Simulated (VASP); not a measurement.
# LaBiS2O with r2SCAN: from relaxation to properties, part 5 of 6

Aim: relax LaBiS2O, then compute properties on the relaxed cell. The start is a computed cell from the Materials Project.

VASP 6.6.1, plane waves and PAW; the level of theory is named at each step.

So far, least gap on mesh and path (eV): step 5 (bands along the symmetry lines (r2SCAN)) 1.12. The relaxed cell has a = 4.041, c = 14.126 Å (conventional setting).

### 8. Bands along the symmetry lines (r2SCAN + SOC)

This step: r2SCAN, spin-orbit coupling; plane waves and PAW (La, Bi_d, S, O) (VASP 6.6.1).

Levels along the symmetry lines show where the bands peak and cross; KPOINTS_OPT computes them in the converged potential. Spin-orbit coupling needs spinors and the noncollinear program, where each band holds one electron.

Input file INCAR:

```
SYSTEM = LaBiS2O
PREC = Accurate
ENCUT = 520
EDIFF = 1E-06
NELM = 100
ISMEAR = 0
SIGMA = 0.05
LREAL = .FALSE.
ALGO = Normal
METAGGA = R2SCAN
LASPH = .TRUE.
LNONCOLLINEAR = .TRUE.
MAGMOM = 0 0 0 0 0 0 0 0 0 0 0 0 0 0 0 0 0 0 0 0 0 0 0 0 0 0 0 0 0 0
NBANDS = 108
GGA_COMPAT = .FALSE.
LSORBIT = .TRUE.
LMAXMIX = 6
LORBIT = 11
LWAVE = .FALSE.
LCHARG = .FALSE.
KPAR = 4
NCORE = 2
```

Input file POSCAR:

```
LaBiS2O
1.0
    4.0408216444      0.0000000000      0.0000000000
    0.0000000000      4.0408216444      0.0000000000
    0.0000000000      0.0000000000     14.1264444717
La Bi S O
2 2 4 2
Direct
    0.5000000000      0.0000000000      0.5884187759
    0.0000000000      0.5000000000      0.4115812241
    0.0000000000      0.5000000000      0.8679425451
    0.5000000000      0.0000000000      0.1320574549
    0.5000000000      0.0000000000      0.8900394487
    0.0000000000      0.5000000000      0.1099605513
    0.0000000000      0.5000000000      0.6914764398
    0.5000000000      0.0000000000      0.3085235602
    0.0000000000      0.0000000000      0.5000000000
    0.5000000000      0.5000000000      0.5000000000
```

Input file KPOINTS:

```
Automatic mesh
0
Gamma
5 5 2
0 0 0
```

Input file KPOINTS_OPT:

```
Line mode
12
Line-mode
Reciprocal
  0.00000000   0.00000000   0.00000000 GAMMA
  0.00000000   0.50000000   0.00000000 X

  0.00000000   0.50000000   0.00000000 X
  0.50000000   0.50000000   0.00000000 M

  0.50000000   0.50000000   0.00000000 M
  0.00000000   0.00000000   0.00000000 GAMMA

  0.00000000   0.00000000   0.00000000 GAMMA
  0.00000000   0.00000000   0.50000000 Z

  0.00000000   0.00000000   0.50000000 Z
  0.00000000   0.50000000   0.50000000 R

  0.00000000   0.50000000   0.50000000 R
  0.50000000   0.50000000   0.50000000 A

  0.50000000   0.50000000   0.50000000 A
  0.00000000   0.00000000   0.50000000 Z

  0.00000000   0.50000000   0.00000000 X
  0.00000000   0.50000000   0.50000000 R

  0.50000000   0.50000000   0.00000000 M
  0.50000000   0.50000000   0.50000000 A
```

Potentials, in the order of the species: La, Bi_d, S and O (PBE family, release 64).

Run with:

```
> mpirun -np 8 vasp_ncl
```

The program printed:

```text
[banner, memory and clock lines left out]
running    8 mpi-ranks, on    1 nodes
 distrk:  each k-point on    2 cores,    4 groups
 distr:  one band on    2 cores,    1 groups

 POSCAR found type information on POSCAR LaBiS O
 POSCAR found :  4 types and      10 ions
 [... a notice as in an earlier step ...]

 LDA part: xc-table for (None), standard interpolation
 POSCAR, INCAR and KPOINTS ok, starting setup
 FFT: planning ... GRIDC
 FFT: planning ... GRID_SOFT
 FFT: planning ... GRID
 WAVECAR not read
 entering main loop
       N       E                     dE             d eps       ncg     rms          rms(c)
DAV:   1     0.105101517711E+04    0.10510E+04   -0.36264E+04  2652   0.221E+03
DAV:   2     0.148297349299E+03   -0.90272E+03   -0.83946E+03  2704   0.561E+02
DAV:   3    -0.172711149141E+03   -0.32101E+03   -0.30399E+03  3248   0.302E+02
DAV:   4    -0.258686592647E+03   -0.85975E+02   -0.80807E+02  4184   0.141E+02
DAV:   5    -0.271557127072E+03   -0.12871E+02   -0.12498E+02  4792   0.580E+01    0.162E+01
DAV:   6    -0.240892771122E+03    0.30664E+02   -0.37358E+01  4008   0.404E+01    0.882E+00
DAV:   7    -0.241873801175E+03   -0.98103E+00   -0.16956E+01  4896   0.212E+01    0.672E+00
DAV:   8    -0.241918775464E+03   -0.44974E-01   -0.48433E+00  4424   0.143E+01    0.319E+00
DAV:   9    -0.241857750136E+03    0.61025E-01   -0.10847E+00  4280   0.659E+00    0.178E+00
DAV:  10    -0.241824380203E+03    0.33370E-01   -0.68239E-01  4752   0.399E+00    0.682E-01
DAV:  11    -0.241831009766E+03   -0.66296E-02   -0.10507E-01  4448   0.182E+00    0.485E-01
DAV:  12    -0.241831930252E+03   -0.92049E-03   -0.11330E-02  5184   0.685E-01    0.288E-01
DAV:  13    -0.241831725491E+03    0.20476E-03   -0.83020E-03  4760   0.507E-01    0.139E-01
DAV:  14    -0.241832119540E+03   -0.39405E-03   -0.23196E-03  4128   0.307E-01    0.959E-02
DAV:  15    -0.241832044001E+03    0.75540E-04   -0.39874E-04  5040   0.117E-01    0.648E-02
DAV:  16    -0.241832034390E+03    0.96101E-05   -0.21762E-04  4664   0.759E-02    0.304E-02
DAV:  17    -0.241832042871E+03   -0.84810E-05   -0.10579E-04  4456   0.648E-02    0.171E-02
DAV:  18    -0.241832040992E+03    0.18795E-05   -0.23717E-05  4232   0.273E-02    0.110E-02
DAV:  19    -0.241832046562E+03   -0.55697E-05   -0.14607E-04  4000   0.626E-02    0.106E-02
DAV:  20    -0.241832038660E+03    0.79013E-05   -0.89528E-05  4016   0.564E-02    0.676E-03
DAV:  21    -0.241832141632E+03   -0.10297E-03   -0.96075E-04  4104   0.160E-01    0.257E-02
DAV:  22    -0.241833036546E+03   -0.89491E-03   -0.48481E-03  4384   0.311E-01    0.845E-02
DAV:  23    -0.241831940235E+03    0.10963E-02   -0.80844E-03  3968   0.486E-01    0.230E-02
DAV:  24    -0.241832771216E+03   -0.83098E-03   -0.50562E-03  4120   0.413E-01    0.694E-02
DAV:  25    -0.241832071999E+03    0.69922E-03   -0.26179E-03  4120   0.294E-01    0.357E-02
DAV:  26    -0.241832111651E+03   -0.39653E-04   -0.20376E-04  4520   0.772E-02    0.325E-02
DAV:  27    -0.241832003114E+03    0.10854E-03   -0.10583E-03  4304   0.149E-01    0.870E-03
DAV:  28    -0.241832019620E+03   -0.16506E-04   -0.18221E-04  4544   0.548E-02    0.416E-03
DAV:  29    -0.241832022943E+03   -0.33233E-05   -0.34167E-05  3904   0.338E-02    0.174E-03
DAV:  30    -0.241832023688E+03   -0.74465E-06   -0.78498E-06  2680   0.117E-02
   1 F= -.24183202E+03 E0= -.24183202E+03  d E =-.983612E-16  mag=    -0.0000    -0.0000     0.0000
 Start KPOINTS_OPT (optional k-point list driver)
k-point batch [1-12\108]
       N       E                     dE             ncg
DAV:   1     0.875699283264E+04   -0.25066E+04     2664
DAV:   2    -0.232849470725E+04   -0.11085E+05     2760
DAV:   3    -0.599856945510E+04   -0.36701E+04     3176
DAV:   4    -0.700473118818E+04   -0.10062E+04     4196
DAV:   5    -0.715540878866E+04   -0.15068E+03     4944
DAV:   6    -0.716716688471E+04   -0.11758E+02     5120
DAV:   7    -0.716860585907E+04   -0.14390E+01     5184
DAV:   8    -0.716887382069E+04   -0.26796E+00     5160
DAV:   9    -0.716894478916E+04   -0.70968E-01     5184
DAV:  10    -0.716896496613E+04   -0.20177E-01     5160
DAV:  11    -0.716897097020E+04   -0.60041E-02     5184
DAV:  12    -0.716897273003E+04   -0.17598E-02     5168
DAV:  13    -0.716897324295E+04   -0.51292E-03     5112
DAV:  14    -0.716897339232E+04   -0.14937E-03     4224
DAV:  15    -0.716897343687E+04   -0.44552E-04     3032
DAV:  16    -0.716897345000E+04   -0.13131E-04     2488
DAV:  17    -0.716897345385E+04   -0.38515E-05     2336
DAV:  18    -0.716897345499E+04   -0.11368E-05     2088
DAV:  19    -0.716897345539E+04   -0.39714E-06     2008
[...]
k-point batch [97-108\108]
       N       E                     dE             ncg
DAV:   1     0.802423753163E+04   -0.27857E+05     2600
DAV:   2    -0.277843321910E+04   -0.10803E+05     2744
DAV:   3    -0.629086558440E+04   -0.35124E+04     3232
DAV:   4    -0.725381938901E+04   -0.96295E+03     4064
DAV:   5    -0.738085660419E+04   -0.12704E+03     4816
DAV:   6    -0.739147289040E+04   -0.10616E+02     5152
DAV:   7    -0.739282728028E+04   -0.13544E+01     5168
DAV:   8    -0.739307145210E+04   -0.24417E+00     5160
DAV:   9    -0.739313332435E+04   -0.61872E-01     5168
DAV:  10    -0.739314980529E+04   -0.16481E-01     5160
DAV:  11    -0.739315438139E+04   -0.45761E-02     5176
DAV:  12    -0.739315563888E+04   -0.12575E-02     5160
DAV:  13    -0.739315598111E+04   -0.34223E-03     5000
DAV:  14    -0.739315607329E+04   -0.92184E-04     4360
DAV:  15    -0.739315609725E+04   -0.23958E-04     2760
DAV:  16    -0.739315610367E+04   -0.64232E-05     2336
DAV:  17    -0.739315610547E+04   -0.18024E-05     2304
DAV:  18    -0.739315610601E+04   -0.53836E-06     2272
```

The job ended after 69 min (8 MPI ranks of AMD EPYC 7R43, shared host; peak memory 6.6 GiB; 8.7 h of CPU time).

From OUTCAR (step 8):

```text
   k-points           NKPTS =     12   k-points in BZ     NKDIM =     12   number of bands    NBANDS=    108

   NELECT =      88.0000    total number of electrons

 E-fermi :   5.1843

 k-point     1 :       0.0000    0.0000    0.0000
  band No.  band energies     occupation
    ...
     84       4.4801      1.00000
     85       4.7551      1.00000
     86       4.7551      1.00000
     87       4.8648      1.00000
     88       4.8648      1.00000
     89       8.5169      0.00000
     90       8.5169      0.00000
     91       8.7151      0.00000
     92       8.7151      0.00000
     93       8.8609      0.00000
    ...

  Total        0.1089675      0.1089675      0.1247604      0.0000000     -0.0000000      0.0000000
  in kB        0.7568947      0.7568947      0.8665929      0.0000000     -0.0000000      0.0000000
  external PRESSURE =       0.7934608 kB  Pullay stress =       0.0000000 kB

 POSITION                                       TOTAL-FORCE (eV/Angst)
 -----------------------------------------------------------------------------------
      2.02041      0.00000      8.31227         0.000000      0.000000      0.035930
      0.00000      2.02041      5.81418         0.000000     -0.000000     -0.035930
      0.00000      2.02041     12.26094         0.000000      0.000000      0.044004
      2.02041      0.00000      1.86550        -0.000000      0.000000     -0.044004
      2.02041      0.00000     12.57309         0.000000      0.000000     -0.031124
      0.00000      2.02041      1.55335         0.000000      0.000000      0.031124
      0.00000      2.02041      9.76810         0.000000     -0.000000     -0.061612
      2.02041      0.00000      4.35834        -0.000000      0.000000      0.061612
      0.00000      0.00000      7.06322         0.000000     -0.000000      0.000000
      2.02041      2.02041      7.06322         0.000000      0.000000      0.000000
 -----------------------------------------------------------------------------------
    total drift:                                0.000000     -0.000000      0.000000

  FREE ENERGIE OF THE ION-ELECTRON SYSTEM (eV)
  ---------------------------------------------------
  free  energy   TOTEN  =      -241.8320236879 eV

  energy  without entropy=     -241.8320236879  energy(sigma->0) =     -241.83202369

 Spin-Orbit-Coupling matrix elements
 Ion:    1  E_soc:     -0.5437274
 Ion:    2  E_soc:     -0.5437274
 Ion:    3  E_soc:     -1.2305072
 Ion:    4  E_soc:     -1.2305072
 Ion:    5  E_soc:     -0.0025688
 Ion:    6  E_soc:     -0.0025688
 Ion:    7  E_soc:     -0.0045422
 Ion:    8  E_soc:     -0.0045422
 Ion:    9  E_soc:     -0.0003675
 Ion:   10  E_soc:     -0.0003675

 magnetization (x)
# of ion       s       p       d       f       tot
--------------------------------------------------
    1       -0.000   0.000   0.000   0.000  -0.000
    2        0.000   0.000   0.000   0.000   0.000
    3        0.000  -0.000   0.000   0.000   0.000
    4        0.000   0.000  -0.000   0.000   0.000
    5        0.000  -0.000   0.000   0.000  -0.000
    6        0.000  -0.000   0.000   0.000  -0.000
    7        0.000   0.000   0.000   0.000   0.000
    8        0.000   0.000   0.000   0.000   0.000
    9        0.000   0.000   0.000   0.000   0.000
   10        0.000   0.000   0.000   0.000   0.000
--------------------------------------------------
tot          0.000   0.000   0.000   0.000   0.000

 magnetization (y)
# of ion       s       p       d       f       tot
--------------------------------------------------
    1        0.000   0.000   0.000  -0.000   0.000
    2        0.000   0.000   0.000  -0.000  -0.000
    3        0.000   0.000   0.000   0.000   0.000
    4        0.000   0.000   0.000   0.000   0.000
    5        0.000   0.000   0.000   0.000   0.000
    6        0.000   0.000   0.000   0.000   0.000
    7       -0.000   0.000   0.000   0.000  -0.000
    8        0.000  -0.000   0.000   0.000  -0.000
    9       -0.000   0.000   0.000   0.000  -0.000
   10       -0.000   0.000   0.000   0.000  -0.000
--------------------------------------------------
tot          0.000  -0.000   0.000  -0.000  -0.000

 magnetization (z)
# of ion       s       p       d       f       tot
--------------------------------------------------
    1        0.000   0.000   0.000   0.000   0.000
    2       -0.000   0.000   0.000   0.000   0.000
    3        0.000   0.000  -0.000   0.000  -0.000
    4        0.000   0.000   0.000   0.000   0.000
    5        0.000   0.000   0.000   0.000   0.000
    6        0.000   0.000   0.000   0.000   0.000
    7       -0.000  -0.000   0.000   0.000  -0.000
    8        0.000  -0.000   0.000   0.000  -0.000
    9        0.000  -0.000   0.000   0.000   0.000
   10        0.000  -0.000   0.000   0.000   0.000
--------------------------------------------------
tot          0.000   0.000   0.000   0.000   0.000

[... 7 parts as in an earlier step ...]

[... 9 further parts left out ...]
```

VASP adds spin-orbit coupling inside the spheres on scalar-relativistic partial waves, which describe the 6p1/2 states imperfectly, so such gaps can be off by a tenth of an eV or more.

Numbers from this step:

```yaml
scf_cycles: 30
bands: 108
irreducible_k_points: 12
free_energy_toten: -241.8320 eV
fermi_energy: 5.184 eV
pressure: 0.07935 GPa
least_gap_on_mesh_and_path: 0.6627 eV
least_direct_gap_on_mesh_and_path: 0.6627 eV
valence_top_at_k: 0, 0.4545, 0
conduction_bottom_at_k: 0, 0.4545, 0
least_direct_gap_at_k: 0, 0.4545, 0
```

On-site spin-orbit energy by atom:

| atom | on-site spin-orbit energy (eV) |
| --- | --- |
| La1 | -0.54 |
| La2 | -0.54 |
| Bi3 | -1.23 |
| Bi4 | -1.23 |
| S5 | 0.00 |
| S6 | 0.00 |
| S7 | 0.00 |
| S8 | 0.00 |
| O9 | 0.00 |
| O10 | 0.00 |

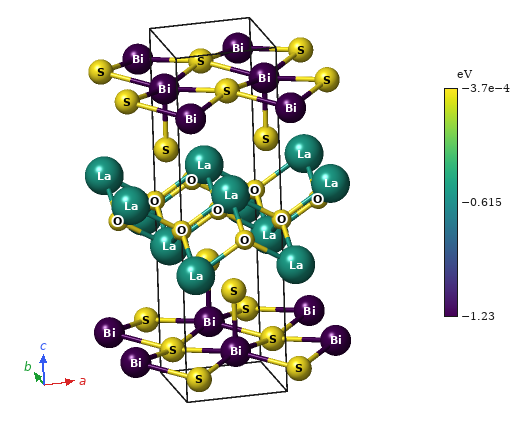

Atoms coloured by on-site spin-orbit energy. Some periodic images of atoms are drawn too.

The electronic bands at the labelled points (eV, zero at the valence-band top; v1 is the highest filled band, c1 the lowest empty one):

| point | v4 | v3 | v2 | v1 | c1 | c2 | c3 | c4 |
| --- | --- | --- | --- | --- | --- | --- | --- | --- |
| Γ | -0.35 | -0.35 | -0.24 | -0.24 | 3.41 | 3.41 | 3.61 | 3.61 |
| X | -0.05 | -0.05 | -0.05 | -0.05 | 0.68 | 0.68 | 0.68 | 0.68 |
| M | -1.01 | -1.01 | -1.01 | -1.01 | 3.73 | 3.73 | 3.73 | 3.73 |
| Γ | -0.35 | -0.35 | -0.24 | -0.24 | 3.41 | 3.41 | 3.61 | 3.61 |
| Z | -0.36 | -0.36 | -0.25 | -0.25 | 3.30 | 3.30 | 3.57 | 3.57 |
| R | -0.05 | -0.05 | -0.05 | -0.05 | 0.68 | 0.68 | 0.68 | 0.68 |
| A | -1.10 | -1.10 | -1.10 | -1.10 | 3.71 | 3.71 | 3.71 | 3.71 |
| Z | -0.36 | -0.36 | -0.25 | -0.25 | 3.30 | 3.30 | 3.57 | 3.57 |
| jump to X | -0.05 | -0.05 | -0.05 | -0.05 | 0.68 | 0.68 | 0.68 | 0.68 |
| R | -0.05 | -0.05 | -0.05 | -0.05 | 0.68 | 0.68 | 0.68 | 0.68 |
| jump to M | -1.01 | -1.01 | -1.01 | -1.01 | 3.73 | 3.73 | 3.73 | 3.73 |
| A | -1.10 | -1.10 | -1.10 | -1.10 | 3.71 | 3.71 | 3.71 | 3.71 |

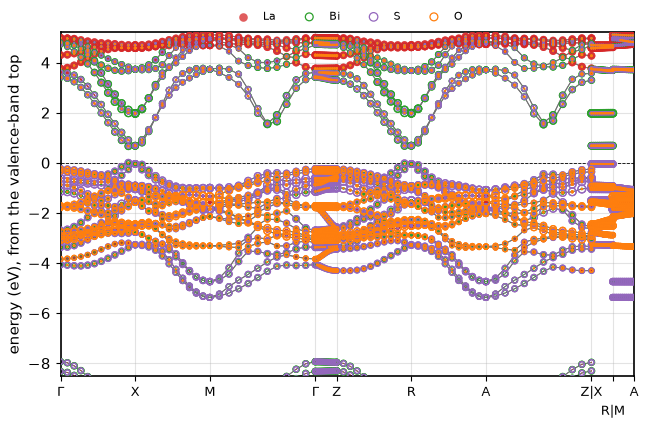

Electronic bands along the path; dots are coloured as in the legend, and their area grows with the weight.

Force by atom:

| atom | x (eV/Å) | y (eV/Å) | z (eV/Å) | size |
| --- | --- | --- | --- | --- |
| La1 | 0.0000 | 0.0000 | 0.0359 | 0.0359 |
| La2 | 0.0000 | 0.0000 | -0.0359 | 0.0359 |
| Bi3 | 0.0000 | 0.0000 | 0.0440 | 0.0440 |
| Bi4 | 0.0000 | 0.0000 | -0.0440 | 0.0440 |
| S5 | 0.0000 | 0.0000 | -0.0311 | 0.0311 |
| S6 | 0.0000 | 0.0000 | 0.0311 | 0.0311 |
| S7 | 0.0000 | 0.0000 | -0.0616 | 0.0616 |
| S8 | 0.0000 | 0.0000 | 0.0616 | 0.0616 |
| O9 | 0.0000 | 0.0000 | 0.0000 | 0.0000 |
| O10 | 0.0000 | 0.0000 | 0.0000 | 0.0000 |

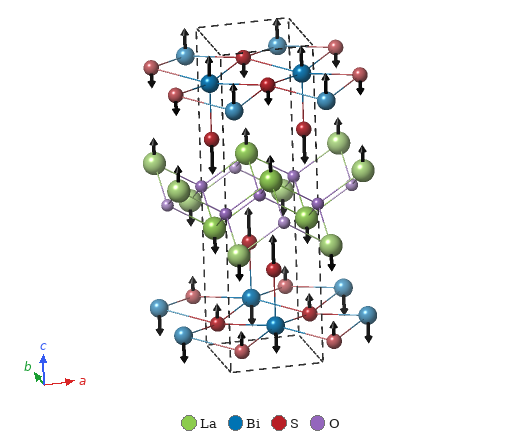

Force as arrows, the longest 0.0616 eV/Å. Some periodic images of atoms are drawn too.

The gap moves by -0.46 eV against r2SCAN, which ran on another mesh.

(Continued in part 6 of 6.)

[Lines on the potential files, build, host, timing and source positions are cut from VASP's logs without a mark.]

[Logs are printed without paths, hosts, clocks, repeated set-up lines and the standing remarks that a program may print on its own settings, such as how far it seeks lower states.]

[Hosts, paths, dates, database ids (printed as entryN), source tags and the programs' standing remarks are cut or masked in the printed files.]

[A measured line is paired with the nearest computed mode of its activity, which favours agreement.]
